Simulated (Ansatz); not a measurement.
The figure comes from a scan of BaTiO3 (tetragonal-perovskite type, space group P4mm): volume and axial ratio are varied about the relaxed values (subscript 0). Level of theory: PBEsol (plane waves to 420 eV, PAW, scalar-relativistic; Ansatz, a first-principles code). k mesh 8×8×8 (Γ-centred), Fermi-Dirac smearing 0.05 eV. The energy includes the smearing's −TS. As the atoms are clamped, bonds stretch with the cell, which overstates energies and stresses. BaTiO3 is run without spin polarisation. BaTiO3 was relaxed with its symmetry unable to fall. The zero of ΔE is the relaxed starting cell.

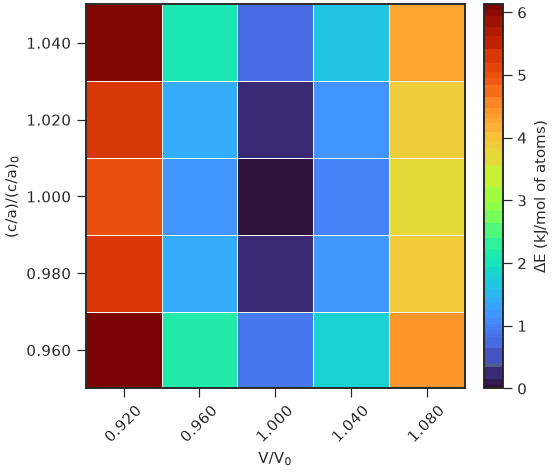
Figure. ΔE (kJ/mol of atoms), one tile a computed point.

### Question
List the plotted points as numbers.

### Answer
To the nearest 1:

ΔE (kJ/mol of atoms), with V/V₀ across and (c/a)/(c/a)₀ down:

```tsv
(c/a)/(c/a)₀ \ V/V₀	0.920	0.960	1.000	1.040	1.080
0.960	6	2	1	2	4
0.980	5	1	0	1	4
1.000	5	1	0	1	4
1.020	5	1	0	1	4
1.040	6	2	1	2	4
```

(A scan under strain: stresses follow from slopes of the energy per volume, elastic moduli from its curvatures.)
